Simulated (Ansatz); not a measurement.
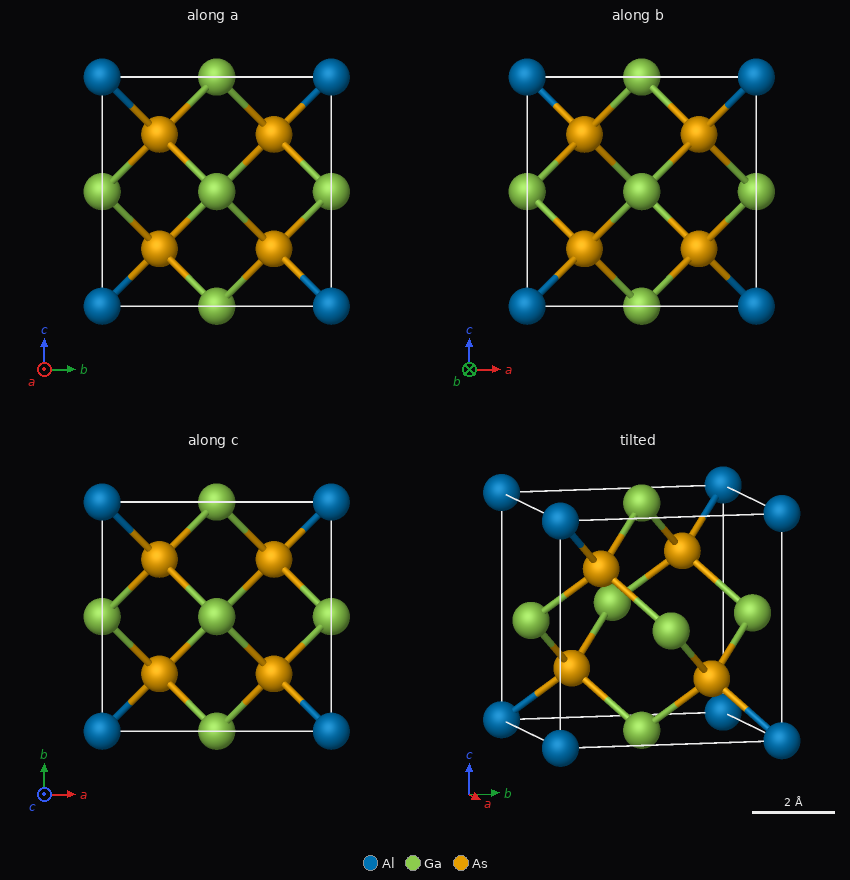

The figure gives a ball-and-stick picture of the atoms, viewed along the a axis, along the b axis, along the c axis and slightly off an axis. One conventional unit cell is outlined, and atoms on its boundary appear in each equivalent place.

Lattice parameters: a = 5.610 Å, b = 5.610 Å, c = 5.610 Å, α = 90.00°, β = 90.00°, γ = 90.00°.

**Set out the cell and atoms as a table of Wyckoff sites.**

Space group P-43m (No. 215).
```json
{"atom": "Al", "site": "1a", "x": "0.0000", "y": "0.0000", "z": "0.0000"}
{"atom": "Ga", "site": "3c", "x": "0.5000", "y": "0.5000", "z": "0.0000"}
{"atom": "As", "site": "4e", "x": "0.7498", "y": "0.7498", "z": "0.2502"}
```

The initial geometry was a structure type filled with these elements by a generator (whether the compound takes this form wasn't checked). Earlier steps of the study, as a rule a relaxation of our own, may have changed the cell and positions, so they can lie some per cent off the listed ones. It was run through Ansatz as a DFT input.
